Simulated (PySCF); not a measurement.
**C2H8NSi2, doublet, SMILES `N=[C][SiH2]C[SiH3]`: what the electrons do**

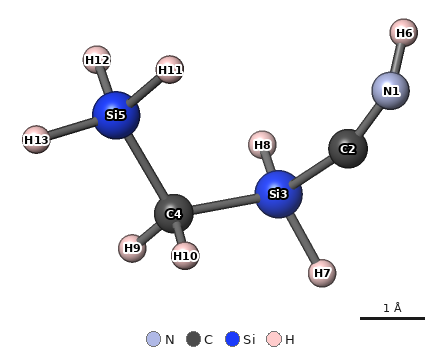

The molecule, with its atoms numbered as below. No frequency check shows the geometry to be a minimum.

Coordinates in Å:

```
N1      -2.3440   -1.3883    0.1138
C2      -1.7185   -0.3787    0.3469
Si3     -0.7521    1.0959   -0.2385
C4       0.9735    0.8376    0.5145
Si5      1.9343   -0.6727   -0.1144
H6      -2.5870   -1.8269   -0.7720
H7      -1.4682    2.2275    0.3605
H8      -0.6115    1.3356   -1.6873
H9       1.5618    1.7360    0.3254
H10      0.8738    0.7645    1.5975
H11      1.1817   -1.8942    0.1791
H12      2.1300   -0.5625   -1.5637
H13      3.2466   -0.7397    0.5360
```

### 1. Bonding charge

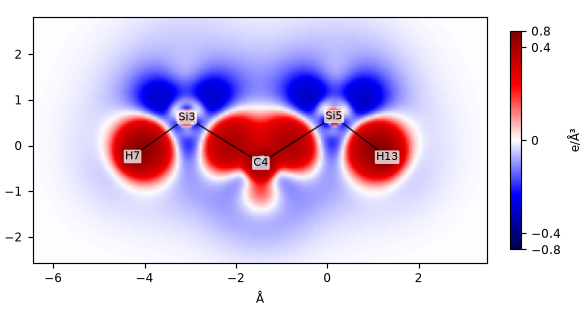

Deformation density (molecule less spherical, spin-averaged free atoms) in the plane of Si3, C4, Si5, H7 and H13; colour scale in e/Å³, logarithmic beyond ±0.1; red: gain, blue: loss.

Method: ωB97X/6-311+G**; geometry: GFN2-xTB; program: PySCF. The stability of the open-shell solution wasn't checked. GFN2-xTB doesn't know the spin state, so this open-shell geometry is rough.

Question: How much density has each bond in this plane gained at its critical point, relative to the free atoms?

Answer: Si3–H7: +0.22 e/Å³ at the bond critical point (bond length 1.47 Å). Si5–H13: +0.21 e/Å³ at the bond critical point (bond length 1.47 Å). Si3–C4: +0.17 e/Å³ at the bond critical point (bond length 1.90 Å). C4–Si5: +0.16 e/Å³ at the bond critical point (bond length 1.90 Å). In all, 3.4 electrons gather in the regions of gain relative to the promolecule.

### 2. Local ionisation energy

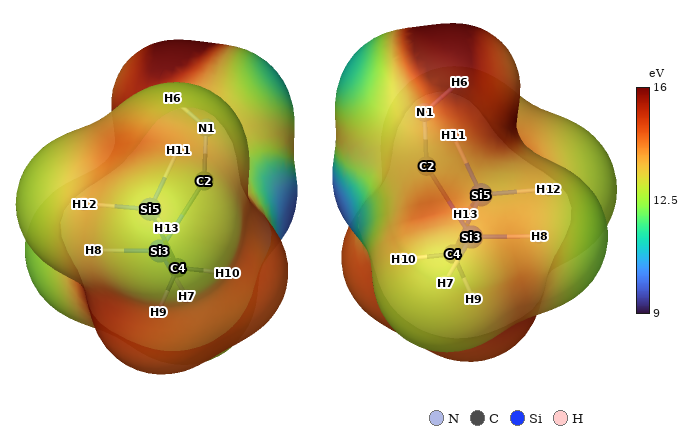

Average local ionisation energy on the surface of electron density 0.001 a.u. (back view left, front view right).

Question: Where are the most loosely bound electrons on this surface?

Answer: The lowest value is 9.8 eV, 2.1 Å from C2. Further minima include 11.3 eV, 2.0 Å from N1; 12.4 eV, 1.5 Å from H8; 12.8 eV, 1.5 Å from H11. For comparison, the highest occupied orbital lies at −7.3 eV.

Question: What volume does the surface enclose, and what is the dipole moment?

Answer: About 158 Å³; the dipole moment is 1.7 D.

### 3. Spin density

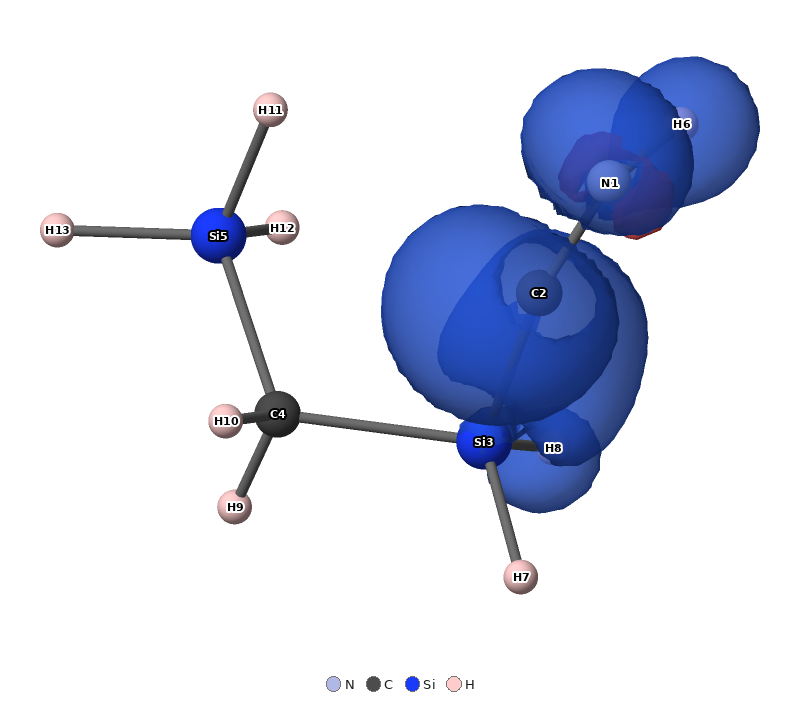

Spin density ρα − ρβ at ±0.02 e/Å³ (blue: excess α, red: excess β).

Question: Where is the unpaired spin?

Answer: Hirshfeld spin populations: C2 +0.52, N1 +0.22, Si3 +0.14 and H6 +0.07. ⟨S²⟩ = 0.76, as for a pure state.

### 4. Removing or adding an electron

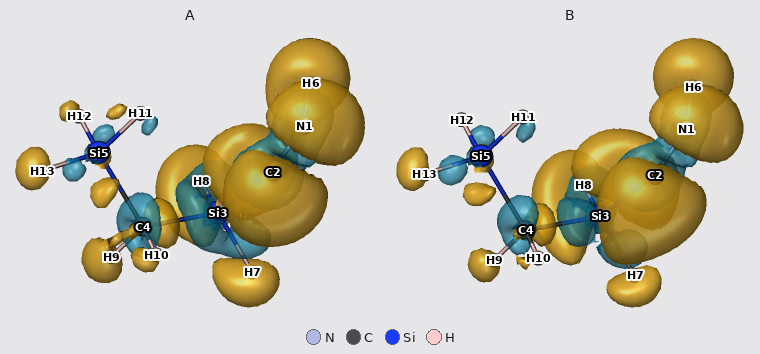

The two Fukui functions at ±0.015 e/Å³ (yellow positive, teal negative).

PySCF calculation, TPSS/def2-SVP, gas phase; geometry: GFN2-xTB. GFN2-xTB doesn't know the spin state, so this open-shell geometry is rough.

Question: Which panel is f⁻ (electron removed) and which f⁺ (electron added)?

Answer: A is f⁻, B is f⁺. f⁻ (Hirshfeld-condensed) is largest on C2 (0.28) and N1 (0.20); the vertical ionisation energy is 7.08 eV (to the singlet cation, which needn't be its lowest state). f⁺ (Hirshfeld-condensed) is largest on C2 (0.20), Si3 (0.20) and N1 (0.14); the vertical electron affinity is −0.60 eV (to the singlet anion, which needn't be its lowest state; negative, but this basis has no diffuse functions, so it doesn't show that the anion is unbound).
